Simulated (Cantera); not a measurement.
Input: 1 mol Si3N4, 0.0047 mol Si, 0.034 mol H2, held at 2850 Torr.

Method: chemical equilibrium by Gibbs-energy minimisation in Cantera with the NASA 1993 tables (ideal gas, pure condensed phases). Candidate condensed phases: Si, Si3N4; 31 gas species. Ions and electrons are included (thermal ionisation). Mutual solubility and eutectic melting of coexisting phases are not modelled. The tables' values for SiN are old estimates; treat these amounts as uncertain. Gases not in the tables: Si2H6 and higher silanes. Equilibrium is a limit: real reactors are often held back by kinetics, nucleation or transport.

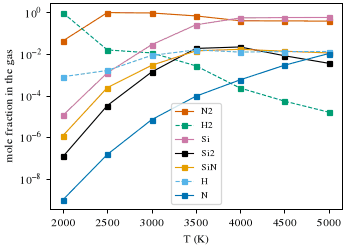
Fig. 1. Equilibrium gas composition (values under 1e-9 drawn at 1e-9)

At 2000 K the condensed part is Si(l) + Si3N4(s). From 2500 K to 3500 K the condensed part is Si(l). From 4000 K to 5000 K nothing is condensed. The main Si-bearing gas is SiH2 at 2000 K and Si at 5000 K.
